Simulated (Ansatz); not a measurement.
**Ir wire along [100], 13 atoms a period: bands along the axis**

Wanted: the relaxed geometry and the bands of the Ir wire along [100], 13 atoms a period.

Program: Ansatz 0.2.0. Level of theory: DFT PBE, plane waves, PAW; relaxation of a wire's period; PAW set soft_1, in the first sound run; inputs show where later runs differ. Results are calculated unless marked as measured.

### 1. The starting structure

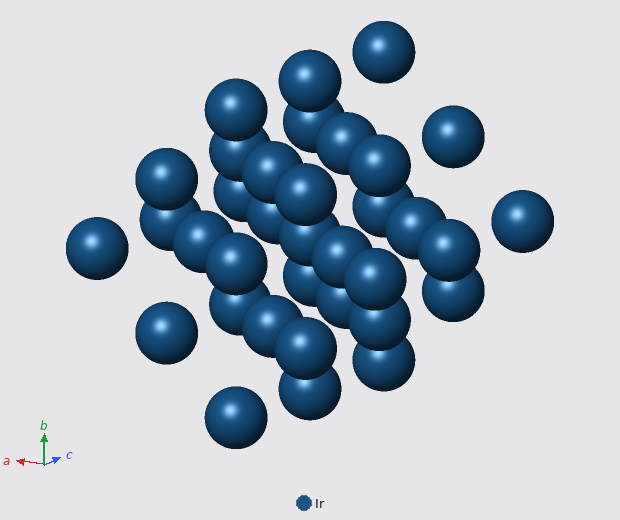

The starting structure, seen at a slant to the c axis (iridium blue). 1×1×2 cells are drawn. Some periodic images of atoms are drawn too.

The cell holds 13 atoms: 13 Ir. Its edges and angles: a = 14.540 Å, b = 14.540 Å, c = 3.870 Å, α = 90.0°, β = 90.0°, γ = 90.0°. Vacuum lies along a and b. The structure's axis is c.

### 2. Relaxing the period

Band widths follow the bond lengths, so the wire is relaxed first. The atoms and the third cell vector are free; the box across stays fixed as vacuum. A Fermi-Dirac smearing is set since the result may be a metal. The pressure printed is a third of the stress's trace over the whole box, vacuum included; only the stress along the axis is relaxed.

Contents of input.yaml:

```yaml
crystal:
  lattice:
    - [14.54, 0.0, 0.0]
    - [0.0, 14.54, 0.0]
    - [0.0, 0.0, 3.87]
  atoms:
    - { symbol: Ir, position: [0.233837689, 0.5, 0.0] }
    - { symbol: Ir, position: [0.366918845, 0.366918845, 0.0] }
    - { symbol: Ir, position: [0.366918845, 0.633081155, 0.0] }
    - { symbol: Ir, position: [0.5, 0.233837689, 0.0] }
    - { symbol: Ir, position: [0.5, 0.5, 0.0] }
    - { symbol: Ir, position: [0.5, 0.766162311, 0.0] }
    - { symbol: Ir, position: [0.633081155, 0.366918845, 0.0] }
    - { symbol: Ir, position: [0.633081155, 0.633081155, 0.0] }
    - { symbol: Ir, position: [0.766162311, 0.5, 0.0] }
    - { symbol: Ir, position: [0.366918845, 0.5, 0.5] }
    - { symbol: Ir, position: [0.5, 0.366918845, 0.5] }
    - { symbol: Ir, position: [0.5, 0.633081155, 0.5] }
    - { symbol: Ir, position: [0.633081155, 0.5, 0.5] }
kpoints:
  mp_grid: { grid: [1, 1, 21] }
scf:
  occupations: { method: fermi_dirac, width: 0.05 }
hamiltonian:
  xc: pbe
  pseudopotentials: { kind: paw, azcp: { folder: soft_1 } }
relax:
  cell: { fix: [a, b, alpha, beta, gamma] }
  max_steps: 45
  f_tol: 0.03
```

Run with:

```bash
$ ansatz run input.yaml --threads 4 --pin off --max-ram 16384MiB --backend cpu --events-out ev --progress --plain --runs-dir out
```

Numbers of over 12 decimals in the logs are rounded to 6 here.

Log:

```text
Engine: ansatz 0.2.0, aarch64-unknown-linux-gnu
Pseudopotentials: kind: paw
Pseudopotential: Ir, paw, valence charge 17, recommended cutoff 420 eV (normal), soft_1/Ir.paw.azcp
Functional definition: PBE
  parameter kappa = 0.804
  parameter beta = 0.066725
  exchange = pbe_x(kappa = kappa, mu = beta*pi^2/3)
  correlation = pbe_c(beta = beta)
Crystal: 13 atoms, lattice volume = 818.163 Å³
Basis set: ecut = 420 eV, 16025 PW (Γ), exchange–correlation on 200×200×54 points (8 copies of the dense FFT grid, shifted against one another)
Bands: 133, of which v1, the nominal top of the filled ones, is band 111 counted from 1 (110 counted from 0)
Symmetry: 16 space group operations
Space group: P4/mmm (ITA 123), of the structure as read, at distance tolerance 9.4e-5 Å
k-points: 11 of 21
Non-local potential: Ir, projectors of the file, l = 0: 3, l = 1: 2, l = 2: 2, l = 3: 1
PAW form: soft (Blöchl's): semilocal exchange-correlation on the pseudo side does not see the compensation charge
PAW one-centre angular grid: Ir, 590 points (default); XC on 64 Gauss nodes
Initial density: superposition of atomic densities (neutral atoms: chi_scale 0, normalization atom)
Initial wavefunctions: pseudopotential atomic-orbital guess
Functional: x = pbe(κ = 0.804, μ = 0.219515), c = pbe(β = 0.066725)
SCF iter   1: F=—  HF=-155160.844708 eV  |F-HF|=—  |Δ(HF+E_count)|=         —  Δρ=3.47e-2  dr2=1.91e1  ethr=3.10e-3  ⟨swp⟩=8.3  Hψ=6245  notcnv=0  defer=4
preconditioner: auto → LDOS  [metal: Δε(μ)=0.018 eV  Ē_g=4.825 eV  σ=0.050 eV  W_gap=0.09  n_scr=154 (ndim 8)  ℏωp=14.0 eV  f_vac=0.618  D(μ)=20.39/eV (n_scr^D=142)  β→1.0]
SCF iter   2: F=—  HF=-155160.215460 eV  |F-HF|=—  |Δ(HF+E_count)|=   6.29e-1  Δρ=3.68e-2  dr2=2.30e1  ethr=3.10e-3  ⟨swp⟩=3.9  Hψ=3774  notcnv=0  defer=43
SCF iter   3: F=—  HF=-155156.210786 eV  |F-HF|=—  |Δ(HF+E_count)|=    4.00e0  Δρ=6.66e-3  dr2=6.12e-1  ethr=3.10e-3  ⟨swp⟩=4.2  Hψ=3776  notcnv=0  defer=33
SCF iter   4: F=—  HF=-155156.166256 eV  |F-HF|=—  |Δ(HF+E_count)|=   4.45e-2  Δρ=3.35e-3  dr2=2.02e-1  ethr=2.77e-4  ⟨swp⟩=2.1  Hψ=2281  notcnv=0  defer=33
SCF iter   5: F=—  HF=-155156.134684 eV  |F-HF|=—  |Δ(HF+E_count)|=   3.16e-2  Δρ=1.25e-3  dr2=2.34e-2  ethr=9.15e-5  ⟨swp⟩=2.0  Hψ=2416  notcnv=0  defer=37
SCF iter   6: F=—  HF=-155156.133530 eV  |F-HF|=—  |Δ(HF+E_count)|=   1.15e-3  Δρ=5.90e-4  dr2=6.25e-3  ethr=1.06e-5  ⟨swp⟩=2.0  Hψ=2270  notcnv=0  defer=37
SCF iter   7: F=—  HF=-155156.133340 eV  |F-HF|=—  |Δ(HF+E_count)|=   1.91e-4  Δρ=2.89e-4  dr2=1.27e-3  ethr=2.83e-6  ⟨swp⟩=2.0  Hψ=1924  notcnv=0  defer=37
SCF iter   8: F=—  HF=-155156.133254 eV  |F-HF|=—  |Δ(HF+E_count)|=   8.58e-5  Δρ=1.23e-4  dr2=3.22e-4  ethr=5.75e-7  ⟨swp⟩=2.0  Hψ=1999  notcnv=0  defer=37
SCF iter   9: F=—  HF=-155156.133240 eV  |F-HF|=—  |Δ(HF+E_count)|=   1.34e-5  Δρ=2.83e-5  dr2=2.53e-5  ethr=1.46e-7  ⟨swp⟩=1.9  Hψ=1646  notcnv=0  defer=37
SCF iter  10: F=—  HF=-155156.131483 eV  |F-HF|=—  |Δ(HF+E_count)|=   1.76e-3  Δρ=1.22e-5  dr2=5.09e-6  ethr=1.14e-8  ⟨swp⟩=2.2  Hψ=2040  notcnv=0  defer=37
SCF iter  11: F=—  HF=-155156.131483 eV  |F-HF|=—  |Δ(HF+E_count)|=   2.02e-7  Δρ=4.53e-6  dr2=8.23e-7  ethr=2.30e-9  ⟨swp⟩=1.6  Hψ=1668  notcnv=0  defer=37
SCF iter  12: F=-155156.131483 eV  HF=-155156.131483 eV  |F-HF|=1.72e-8  |Δ(HF+E_count)|=   1.32e-8  Δρ=1.49e-6  dr2=3.45e-8  ethr=4.52e-11  ⟨swp⟩=3.8  Hψ=5857  notcnv=0
SCF 1 converged in 12 iterations: F = -155156.131483 eV  dr2 = 3.45e-8
  greatest PAW one-centre occupation: 1.000 electrons in one spin orbital (limit 2), on the Ir atom at site 4 (counted from 0), in its partial waves of l = 0
relax step   1: F+E_penalty+E_count = -155156.13148339 eV  Δ(F+E_penalty+E_count) = +0.000e0 eV  max|allowed force component| = 3.287e0 eV/Å  Δτ_max = 0.0000 Å  P = -5.757 GPa  Ω = 818.163 Å³  fix = [a, b, alpha, beta, gamma]  reactions: a -6.133, b -6.133 GPa  (12 SCF iters, dr2 threshold 1.00e-7 eV, accepted)
Crystal: 13 atoms, lattice volume = 804.679 Å³
Basis set: ecut = 420 eV, 15721 PW (Γ), exchange–correlation on 200×200×54 points (8 copies of the dense FFT grid, shifted against one another)
Initial density: handed on by an earlier stage of this run
Initial wavefunctions: those handed on with the density
SCF iter   1: F=—  HF=-155159.310143 eV  |F-HF|=—  |Δ(HF+E_count)|=         —  Δρ=2.01e-2  dr2=8.25e0  ethr=3.10e-3  ⟨swp⟩=6.2  Hψ=5350  notcnv=0  defer=4
preconditioner: auto → LDOS  [metal: Δε(μ)=0.017 eV  Ē_g=4.963 eV  σ=0.050 eV  W_gap=0.08  n_scr=154 (ndim 8)  ℏωp=14.2 eV  f_vac=0.650  D(μ)=26.11/eV (n_scr^D=194)  β→1.0]
SCF iter   2: F=—  HF=-155159.052457 eV  |F-HF|=—  |Δ(HF+E_count)|=   2.58e-1  Δρ=9.16e-3  dr2=1.42e0  ethr=3.10e-3  ⟨swp⟩=2.0  Hψ=2323  notcnv=0  defer=35
SCF iter   3: F=—  HF=-155158.954600 eV  |F-HF|=—  |Δ(HF+E_count)|=   9.79e-2  Δρ=6.03e-3  dr2=9.64e-1  ethr=6.41e-4  ⟨swp⟩=3.1  Hψ=2627  notcnv=0  defer=35
SCF iter   4: F=—  HF=-155158.813684 eV  |F-HF|=—  |Δ(HF+E_count)|=   1.41e-1  Δρ=1.79e-3  dr2=3.33e-2  ethr=4.36e-4  ⟨swp⟩=2.0  Hψ=2515  notcnv=0  defer=37
SCF iter   5: F=—  HF=-155158.816033 eV  |F-HF|=—  |Δ(HF+E_count)|=   2.35e-3  Δρ=4.39e-4  dr2=3.23e-3  ethr=1.51e-5  ⟨swp⟩=2.4  Hψ=2353  notcnv=0  defer=37
SCF iter   6: F=—  HF=-155158.815658 eV  |F-HF|=—  |Δ(HF+E_count)|=   3.75e-4  Δρ=1.36e-4  dr2=2.12e-4  ethr=1.46e-6  ⟨swp⟩=2.0  Hψ=2074  notcnv=0  defer=37
SCF iter   7: F=—  HF=-155158.813889 eV  |F-HF|=—  |Δ(HF+E_count)|=   1.77e-3  Δρ=5.60e-5  dr2=4.04e-5  ethr=9.58e-8  ⟨swp⟩=2.9  Hψ=2949  notcnv=0  defer=37
SCF iter   8: F=—  HF=-155158.813895 eV  |F-HF|=—  |Δ(HF+E_count)|=   6.67e-6  Δρ=2.08e-5  dr2=7.49e-6  ethr=1.83e-8  ⟨swp⟩=2.0  Hψ=2066  notcnv=0  defer=37
SCF iter   9: F=-155158.813898 eV  HF=-155158.813898 eV  |F-HF|=3.86e-8  |Δ(HF+E_count)|=   2.38e-6  Δρ=6.66e-6  dr2=4.18e-7  ethr=5.88e-10  ⟨swp⟩=3.7  Hψ=5597  notcnv=0
SCF 2 converged in 9 iterations: F = -155158.813898 eV  dr2 = 4.18e-7
  greatest PAW one-centre occupation: 1.000 electrons in one spin orbital (limit 2), on the Ir atom at site 12 (counted from 0), in its partial waves of l = 0
relax step   2: F+E_penalty+E_count = -155158.81389772 eV  Δ(F+E_penalty+E_count) = -2.682e0 eV  max|allowed force component| = 8.760e-1 eV/Å  Δτ_max = 0.1950 Å  P = -0.693 GPa  Ω = 804.679 Å³  energy of the carried Pulay correction = +1.404e-3 eV  fix = [a, b, alpha, beta, gamma]  reactions: a -1.325, b -1.325 GPa  (9 SCF iters, dr2 threshold 1.30e-6 eV, accepted)
Crystal: 13 atoms, lattice volume = 828.674 Å³
[...]
SCF iter   8: F=—  HF=-155158.986185 eV  |F-HF|=—  |Δ(HF+E_count)|=   1.49e-6  Δρ=1.59e-5  dr2=4.12e-6  ethr=1.64e-8  ⟨swp⟩=2.1  Hψ=2076  notcnv=0  defer=34
SCF iter   9: F=-155158.986186 eV  HF=-155158.986186 eV  |F-HF|=3.52e-8  |Δ(HF+E_count)|=   7.94e-7  Δρ=4.56e-6  dr2=2.74e-7  ethr=5.88e-10  ⟨swp⟩=5.0  Hψ=5346  notcnv=0
SCF 3 converged in 9 iterations: F = -155158.986186 eV  dr2 = 2.74e-7
  greatest PAW one-centre occupation: 1.000 electrons in one spin orbital (limit 2), on the Ir atom at site 11 (counted from 0), in its partial waves of l = 0
relax step   3: F+E_penalty+E_count = -155158.98618573 eV  Δ(F+E_penalty+E_count) = -1.723e-1 eV  max|allowed force component| = 7.933e-1 eV/Å  Δτ_max = 0.1257 Å  P = +0.933 GPa  Ω = 828.674 Å³  energy of the carried Pulay correction = -1.068e-3 eV  fix = [a, b, alpha, beta, gamma]  reactions: a +1.075, b +1.075 GPa  (9 SCF iters, dr2 threshold 1.30e-6 eV, accepted)
[...]
relax step   4: F+E_penalty+E_count = -155158.92658059 eV  Δ(F+E_penalty+E_count) = +5.961e-2 eV  max|allowed force component| = 3.445e-1 eV/Å  Δτ_max = 0.0860 Å  P = -0.700 GPa  Ω = 842.124 Å³  energy of the carried Pulay correction = -2.402e-3 eV  fix = [a, b, alpha, beta, gamma]  (8 SCF iters, dr2 threshold 1.30e-6 eV, rejected (line search))
[...]
relax step   5: F+E_penalty+E_count = -155159.04645826 eV  Δ(F+E_penalty+E_count) = -6.027e-2 eV  max|allowed force component| = 7.552e-2 eV/Å  Δτ_max = 0.0419 Å  P = +0.027 GPa  Ω = 828.812 Å³  energy of the carried Pulay correction = -1.082e-3 eV  fix = [a, b, alpha, beta, gamma]  reactions: a +0.067, b +0.067 GPa  (11 SCF iters, accepted)
[...]
relax step   6: F+E_penalty+E_count = -155159.04864040 eV  Δ(F+E_penalty+E_count) = -2.182e-3 eV  max|allowed force component| = 2.087e-2 eV/Å  Δτ_max = 0.0076 Å  P = -0.002 GPa  Ω = 827.675 Å³  energy of the carried Pulay correction = -9.674e-4 eV  fix = [a, b, alpha, beta, gamma]  reactions: a -0.007, b -0.007 GPa  (6 SCF iters, dr2 threshold 3.56e-7 eV, accepted)
Initial wavefunctions: pseudopotential atomic-orbital guess (no wavefunctions were taken with the density)
iter 1 solved again at ethr=1.31e-6 eV; its pass at ethr=3.10e-3 eV (dr2=2.90e-3 eV) is discarded
SCF iter   1: F=—  HF=-155159.046911 eV  |F-HF|=—  |Δ(HF+E_count)|=         —  Δρ=6.71e-5  dr2=2.29e-6  ethr=1.31e-6  ⟨swp⟩=4.0  Hψ=10545  notcnv=0
eigensolver tolerance schedule: the retry pair's looser diagonalisation over-reported the residual by 1268.37 of it (diagonalisation noise at 1.16 of the residual, at the tolerance the schedule requests for it); recorded, not acted on — ethr = c·dr2/N_el stays at c = 1.0e-1
preconditioner: auto → LDOS  [metal: Δε(μ)=0.015 eV  Ē_g=4.952 eV  σ=0.050 eV  W_gap=0.08  n_scr=154 (ndim 8)  ℏωp=14.0 eV  f_vac=0.656  D(μ)=22.17/eV (n_scr^D=154)  β→1.0]
SCF iter   2: F=—  HF=-155159.049816 eV  |F-HF|=—  |Δ(HF+E_count)|=   2.90e-3  Δρ=5.76e-6  dr2=1.34e-6  ethr=1.03e-9  ⟨swp⟩=5.0  Hψ=4189  notcnv=0
SCF iter   3: F=—  HF=-155159.049796 eV  |F-HF|=—  |Δ(HF+E_count)|=   1.96e-5  Δρ=3.15e-6  dr2=7.82e-8  ethr=6.08e-10  ⟨swp⟩=2.5  Hψ=1901  notcnv=0
SCF iter   4: F=—  HF=-155159.049815 eV  |F-HF|=—  |Δ(HF+E_count)|=   1.85e-5  Δρ=1.25e-6  dr2=4.40e-8  ethr=3.54e-11  ⟨swp⟩=3.1  Hψ=2585  notcnv=0
SCF iter   5: F=—  HF=-155159.049816 eV  |F-HF|=—  |Δ(HF+E_count)|=   7.58e-7  Δρ=5.18e-7  dr2=6.24e-9  ethr=1.99e-11  ⟨swp⟩=2.5  Hψ=2163  notcnv=0
SCF iter   6: F=—  HF=-155159.049816 eV  |F-HF|=—  |Δ(HF+E_count)|=   3.64e-9  Δρ=1.73e-7  dr2=6.57e-10  ethr=2.82e-12  ⟨swp⟩=2.0  Hψ=2120  notcnv=0
SCF iter   7: F=—  HF=-155159.049816 eV  |F-HF|=—  |Δ(HF+E_count)|=   2.91e-9  Δρ=9.20e-8  dr2=1.74e-10  ethr=1.00e-12  ⟨swp⟩=5.0  Hψ=5322  notcnv=0
SCF iter   8: F=-155159.049816 eV  HF=-155159.049816 eV  |F-HF|=9.02e-10  |Δ(HF+E_count)|=   1.02e-9  Δρ=3.32e-8  dr2=1.81e-11  ethr=1.00e-12  ⟨swp⟩=4.2  Hψ=4478  notcnv=0
SCF 7 converged in 8 iterations: F = -155159.049816 eV  dr2 = 1.81e-11
relax step   7: F+E_penalty+E_count = -155159.04981556 eV  Δ(F+E_penalty+E_count) = -1.175e-3 eV  max|allowed force component| = 2.103e-2 eV/Å  Δτ_max = 0.0000 Å  P = +0.000 GPa  Ω = 827.675 Å³  fix = [a, b, alpha, beta, gamma]  reactions: a -0.004, b -0.004 GPa  stress off target by 9.45e-3 GPa on what of the cell is left free  SCF on the basis re-selected at this cell (its energy is not comparable with the rows above)  (8 SCF iters)
basis re-selected at this cell: Δ(F+E_penalty+E_count) = -1.175e-3 eV, ΔP = +0.003 GPa vs the last step (what re-selecting the basis moved, of the pressure what is left beyond the Pulay correction that the steps carried, after the strain that the cell walked since its last selection, with what the two solves' SCF thresholds leave and, on support functions, any second-order correction that the steps lacked; it is no m [...]
SCF converged after 8 iterations
Free energy (F): -155159.049816 eV
Harris-Foulkes:  -155159.049816 eV  (|F-HF|=9.02e-10)
Internal energy: -155158.863229 eV  (E = F + TS)
E sigma→0 (E₀):  -155158.956522 eV
Entropy (-TS):   -0.186587 eV (-14.353 meV/atom)
Fermi energy:    2.374691 eV
--- Per-component energies (eV) ---
  E_band       = -6106.403577
  E_kinetic    = 7017.290594
  E_local      = -154288.160459  (includes V_loc(G=0)·N_el)
  E_nonlocal   = 2485.454627
  E_hartree    = 72822.672644
  E_xc         = -2972.578228
  E_vxc        = -3307.554024  (∫ρ·V_xc dr)
  E_paw        = -120454.180990  (= ΣΔE_a)
  E_vpaw       = -3658.785207  (= ΣTr[D̂ρ^β])
  E_aug_tail   = 0.004742  (compensation charges beyond the density's cutoff)
  E_ewald      = 40230.633840
  E_smearing   = -0.186587  (= −TS)
  E_closure    = -0.000000  (closes the sum)
  Σ components = -155159.049816   (vs F -155159.049816, Δ=0.00e0)
--- Forces (eV/Å), atoms counted from 1 ---
  atom   1  Ir    -0.00904089     0.00000000     0.00000000
  atom   2  Ir     0.02102849     0.02102849     0.00000000
  atom   3  Ir     0.02102849    -0.02102849     0.00000000
  atom   4  Ir    -0.00000000    -0.00904089     0.00000000
  atom   5  Ir     0.00000000    -0.00000000     0.00000000
  atom   6  Ir    -0.00000000     0.00904089     0.00000000
  atom   7  Ir    -0.02102849     0.02102849     0.00000000
  atom   8  Ir    -0.02102849    -0.02102849     0.00000000
  atom   9  Ir     0.00904089     0.00000000     0.00000000
  atom  10  Ir    -0.00409010     0.00000000     0.00000000
  atom  11  Ir    -0.00000000    -0.00409010     0.00000000
  atom  12  Ir    -0.00000000     0.00409010     0.00000000
  atom  13  Ir     0.00409010     0.00000000     0.00000000
  max |Σ_I F_I| component: 4.34e-18 eV/Å
--- Stress (GPa, compression-positive) ---
       -0.004241       0.000000       0.000000
        0.000000      -0.004241       0.000000
        0.000000       0.000000       0.009451
  P = ⅓ Tr σ = 0.0003 GPa (0.003 kbar)
--- Relaxed structure (6 steps of the walk, 5 accepted, 1 SCFs on fresh bases) ---
  F+E_penalty+E_count = -155159.04981556 eV   max|allowed force component| = 2.103e-2 eV/Å   (the final SCF, on the basis selected at the relaxed cell)
  cell:  # Å, volume = 827.6751 Å³
    - [14.54, 0.0, 0.0]
    - [0.0, 14.54, 0.0]
    - [0.0, 0.0, 3.914994]
  atoms:
    - { symbol: Ir, position: [0.253049, 0.5, 0.0] }
    - { symbol: Ir, position: [0.375221, 0.375221, 0.0] }
    - { symbol: Ir, position: [0.375221, 0.624779, 0.0] }
    - { symbol: Ir, position: [0.5, 0.253049, 0.0] }
    - { symbol: Ir, position: [0.5, 0.5, 0.0] }
    - { symbol: Ir, position: [0.5, 0.746951, 0.0] }
    - { symbol: Ir, position: [0.624779, 0.375221, 0.0] }
    - { symbol: Ir, position: [0.624779, 0.624779, 0.0] }
    - { symbol: Ir, position: [0.746951, 0.5, 0.0] }
    - { symbol: Ir, position: [0.362972, 0.5, 0.500000] }
    - { symbol: Ir, position: [0.5, 0.362972, 0.500000] }
    - { symbol: Ir, position: [0.5, 0.637028, 0.500000] }
    - { symbol: Ir, position: [0.637028, 0.5, 0.500000] }
```

Wall time 3.1 min (4 threads of Arm Neoverse V1, shared host); peak memory 2.5 GiB; 12 min of CPU time.

(Continued in part 2 of 2.)

[Logs are printed without paths, hosts, clocks, repeated set-up lines and the standing remarks that a program may print on its own settings, such as how far it seeks lower states.]

[Hosts, paths, dates, database ids (printed as entryN), source tags and the programs' standing remarks are cut or masked in the printed files.]
